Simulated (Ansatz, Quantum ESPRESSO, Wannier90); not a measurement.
# Ballistic channels from Wannier functions: straight Os chain, spacing 2.28 Å, part 6 of 6

How many channels does the wire offer, and does a small Wannier basis get them right? The wire: straight Os chain, spacing 2.28 Å.

Quantum ESPRESSO 7.5 and Wannier90 3.1.0; plane-wave DFT, PBE, PseudoDojo norm-conserving pseudopotentials; cross-check by Ansatz 0.2.0 with PAW datasets.

So far. Step 9 (Localisation, bands and conductance): Disentanglement stopped at its cap on iterations, so these spreads are not final. Step 9 (Localisation, bands and conductance): At least 1 of the functions sits far from every atom, off the bonds: the outer window has let in states of the vacuum, so the basis is not the atomic one that was projected.

### Step 13. The same in Ansatz

A second code with its own PAW datasets, on the same atoms.

Level of this step: plane-wave DFT, PBE, Ansatz PAW (Ansatz 0.2.0).

System of this step: straight Os chain, spacing 2.28 Å, 2 periods. The cell holds 2 atoms: 2 Os. Its edges and angles: a = 8.000 Å, b = 8.000 Å, c = 4.560 Å, α = 90.0°, β = 90.0°, γ = 90.0°. Vacuum lies along a and b. The structure's axis is c.

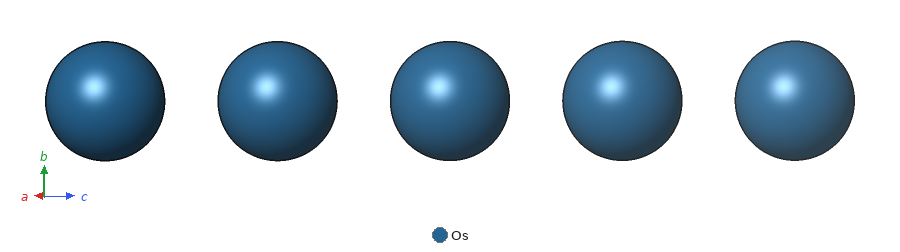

The cell of this step (osmium blue). 1×1×2 cells are drawn. Some periodic images of atoms are drawn too.

input.yaml reads:

```yaml
crystal:
  lattice:
    - [8.0, 0.0, 0.0]
    - [0.0, 8.0, 0.0]
    - [0.0, 0.0, 4.56]
  atoms:
    - { symbol: Os, position: [0.0, 0.0, 0.0] }
    - { symbol: Os, position: [0.0, 0.0, 0.5] }
kpoints:
  mp_grid: { grid: [1, 1, 16] }
hamiltonian:
  xc: pbe
scf:
  occupations: { method: fermi_dirac, width: 0.05 }
  convergence: { dr2_threshold: 1.0e-08 }
output:
  transmission:
    leads: [[0, 0]]
    e_range: [-4.0, 2.0]
    de: 0.05
    kmesh: [1, 1]
    reduced_basis: true
```

Command:

```
$ ansatz run input.yaml --threads 4 --pin off --max-ram 12288MiB --backend cpu --events-out ev --progress --plain --runs-dir out
```

Numbers of over 12 decimals in the logs are rounded to 6 here.

What it wrote:

```text
Engine: ansatz 0.2.0, x86_64-unknown-linux-gnu
Pseudopotentials: kind: paw
Pseudopotential: Os, paw, valence charge 16, recommended cutoff 420 eV (normal), Os.paw.azcp
Functional definition: PBE
  parameter kappa = 0.804
  parameter beta = 0.066725
  exchange = pbe_x(kappa = kappa, mu = beta*pi^2/3)
  correlation = pbe_c(beta = beta)
Crystal: 2 atoms, lattice volume = 291.840 Å³
Basis set: ecut = 420 eV, 5727 PW (Γ)
Bands: 20, of which v1, the nominal top of the filled ones, is band 16 counted from 1 (15 counted from 0)
Symmetry: 32 space group operations
Space group: P4/mmm (ITA 123), of the structure as read, at distance tolerance 6.6e-5 Å
k-points: 9 of 16
Non-local potential: Os, projectors of the file, l = 0: 3, l = 1: 2, l = 2: 2, l = 3: 1
PAW form: soft (Blöchl's): semilocal exchange-correlation on the pseudo side does not see the compensation charge
PAW one-centre angular grid: Os, 590 points (default); XC on 64 Gauss nodes
Initial density: superposition of atomic densities (neutral atoms: chi_scale 0, normalization atom), corrected by the library's trained network
Initial wavefunctions: pseudopotential atomic-orbital guess
Functional: x = pbe(κ = 0.804, μ = 0.219515), c = pbe(β = 0.066725)
SCF iter   1: F=—  HF=-22759.165709 eV  |F-HF|=—  |Δ(HF+E_count)|=         —  Δρ=9.36e-3  dr2=1.71e-1  ethr=1.77e-3  ⟨swp⟩=6.1  Hψ=1833  notcnv=0
automatic band count: the SCF goes on with 24 bands, as 20 were too few: the levels above may hold too much charge
preconditioner: auto → LDOS  [metal: Δε(μ)=0.035 eV  Ē_g=5.491 eV  σ=0.050 eV  W_gap=0.17  n_scr=38 (ndim 8)  ℏωp=8.7 eV  f_vac=0.698  D(μ)=6.05/eV (n_scr^D=38)  β→1.0]
SCF iter   2: F=—  HF=-22759.137375 eV  |F-HF|=—  |Δ(HF+E_count)|=   2.83e-2  Δρ=4.92e-3  dr2=2.94e-2  ethr=5.36e-4  ⟨swp⟩=3.3  Hψ=484  notcnv=0  defer=12
SCF iter   3: F=—  HF=-22759.134354 eV  |F-HF|=—  |Δ(HF+E_count)|=   3.02e-3  Δρ=6.55e-4  dr2=1.33e-3  ethr=9.18e-5  ⟨swp⟩=2.8  Hψ=406  notcnv=0  defer=12
SCF iter   4: F=—  HF=-22759.134724 eV  |F-HF|=—  |Δ(HF+E_count)|=   3.70e-4  Δρ=1.68e-4  dr2=6.07e-5  ethr=4.15e-6  ⟨swp⟩=2.0  Hψ=309  notcnv=0  defer=12
SCF iter   5: F=—  HF=-22759.134758 eV  |F-HF|=—  |Δ(HF+E_count)|=   3.41e-5  Δρ=4.85e-5  dr2=8.66e-6  ethr=1.90e-7  ⟨swp⟩=2.0  Hψ=363  notcnv=0  defer=12
SCF iter   6: F=—  HF=-22759.134884 eV  |F-HF|=—  |Δ(HF+E_count)|=   1.27e-4  Δρ=1.05e-5  dr2=2.06e-7  ethr=2.71e-8  ⟨swp⟩=2.4  Hψ=320  notcnv=0  defer=12
SCF iter   7: F=-22759.134884 eV  HF=-22759.134884 eV  |F-HF|=1.85e-9  |Δ(HF+E_count)|=   1.56e-7  Δρ=1.09e-6  dr2=1.06e-9  ethr=3.13e-11  ⟨swp⟩=6.1  Hψ=760  notcnv=0
SCF 1 converged in 7 iterations: F = -22759.134884 eV  dr2 = 1.06e-9
  greatest PAW one-centre occupation: 1.000 electrons in one spin orbital (limit 2), on the Os atom at site 1 (counted from 0), in its partial waves of l = 0
transmission: 6 of 36 steps passed
transmission: 12 of 36 steps passed
[...]
transmission: 36 of 36 steps passed
SCF converged after 7 iterations
Free energy (F): -22759.134884 eV
Harris-Foulkes:  -22759.134884 eV  (|F-HF|=1.85e-9)
Internal energy: -22759.096213 eV  (E = F + TS)
E sigma→0 (E₀):  -22759.115549 eV
Entropy (-TS):   -0.038671 eV (-19.335 meV/atom)
Fermi energy:    -2.393417 eV
--- Per-component energies (eV) ---
  E_band       = -992.725810
  E_kinetic    = 1120.100150
  E_local      = -8416.587004  (includes V_loc(G=0)·N_el)
  E_nonlocal   = -0.093617
  E_hartree    = 3639.347359
  E_xc         = -523.926025
  E_vxc        = -554.773232  (∫ρ·V_xc dr)
  E_paw        = -18024.349200  (= ΣΔE_a)
  E_vpaw       = -420.065436  (= ΣTr[D̂ρ^β])
  E_aug_tail   = -0.000129  (compensation charges beyond the density's cutoff)
  E_ewald      = -553.587747
  E_smearing   = -0.038671  (= −TS)
  E_closure    = 0.000000  (closes the sum)
  Σ components = -22759.134884   (vs F -22759.134884, Δ=0.00e0)
--- Band table (eV; the first three rows and the last of 9) ---
  k-point 0: bands = [... 12 lower, -3.7966, -3.7918, -1.9959, -1.9954, -1.0466, 0.2450, 0.2450, 0.7982, ... 4 higher]
  k-point 1: bands = [... 12 lower, -3.7820, -3.7773, -2.0168, -2.0163, -1.1055, -0.0085, -0.0085, 0.9875, ... 4 higher]
  k-point 2: bands = [... 12 lower, -3.7387, -3.7341, -2.0784, -2.0778, -1.2733, -0.4835, -0.4835, 1.2830, ... 4 higher]
  k-point 8: bands = [... 12 lower, -3.8291, -3.8291, -3.2148, -3.2148, -2.9785, -2.9785, -2.9759, -2.9759, ... 4 higher]
--- Transmission ---
  basis      : 561 plane waves across, 6 finite elements along
  points     : 1, standing for a mesh of 1 x 1
  energies   : 121 from -4.000000 to 2.000000 eV about the Fermi level, 0.050000 eV apart; the leads are filled to 0.000000 eV, and channels, transmission and decay are at 0.000000 eV
  crystal 0  : Os2, at the sites [0, 0], period 4.5600 Å: whole cells are its period
    offset         : up to 0.0000 Å between an atom of the period and one for which it stands
    channels       : 6.000000e0 a spin
    conductance    : none, the energies end too early or step too widely for 300 K: set another output.transmission.e_range or a lower de, or, where they end at an eighth of basis.ecutwfc, a higher one
```

Elapsed: 19 s, on 4 threads of Intel Xeon Platinum 8488C (Sapphire Rapids), shared host; peak memory 0.65 GiB; 70 s of CPU time.

Numbers from this step:

| Item | Value |
| --- | --- |
| free energy | -22759.1349 eV |
| energy at zero smearing | -22759.1155 eV |
| smearing term TS | 0.03867 eV |
| Fermi energy | -2.393 eV |
| symmetry operations | 32 |
| lead channels at the Fermi level, one spin | 6 |

Per spin. The open channels by energy, zero at the Fermi level:

```tsv
energy (eV)	open channels
-4.000	3
-3.500	3
-3.000	3
-2.500	3
-2.000	4
-1.500	4
-1.000	6
-0.500	6
0.000	6
0.500	4
1.000	4
1.500	3
2.000	3
```

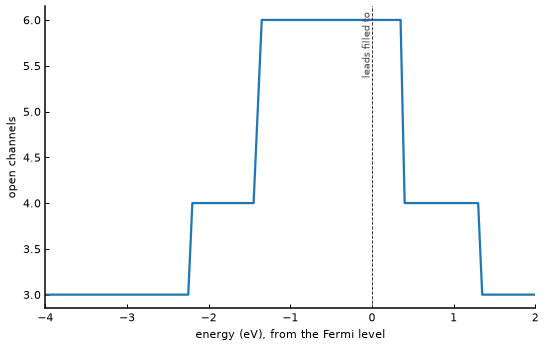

Open channels against energy.

### Step 14. The arithmetic

6 channels × 77.48 µS = 465 µS, a two-terminal resistance of 12.906/6 = 2.15 kΩ whatever the wire's length, as long as nothing scatters.

### Step 15. Summary of results

```yaml
open_channels_at_the_fermi_level_per_spin: 6
total_spread: 12.4 Å²
gauge_invariant_spread: 10.1 Å²
largest_band_misfit_in_the_frozen_window: 0.0112 eV
channels_at_the_fermi_level_by_ansatz: 6
```

**Reading.** The wire offers 6 channels per spin at the Fermi level. Between -4 and 1.5 eV the channel count from Wannier functions equals that from Ansatz's layer matching at 98 % of the energies; outside the frozen window the Wannier bands are not held to the plane-wave ones. Each plane-wave level in the frozen window has a Wannier level within 0.02 eV; this test doesn't see extra bands that a model may add. Disentanglement stopped at its cap on iterations, so the spreads are not final; the frozen states are kept all the same. At least one function lies in the vacuum, so the spreads don't describe atomic orbitals, though the frozen bands are still reproduced. The wire is perfect, so the conductance only counts bands: each channel, with its partner of the other spin, carries G₀ = 2e²/h. It was run without spin polarisation, which was not tested. Spin-orbit coupling is left out; depending on the atoms that carry the levels of interest, it can split and shift them by tenths of an eV to an eV or more.

[Logs are printed without paths, hosts, clocks, repeated set-up lines and the standing remarks that a program may print on its own settings, such as how far it seeks lower states.]

[Hosts, paths, dates, database ids (printed as entryN), source tags and the programs' standing remarks are cut or masked in the printed files.]

[Maps of the electrostatic potential energy from Ansatz leave out the sawtooth potential of an applied field or a dipole correction, so their vacuum need not be flat; planar profiles and work functions include it.]
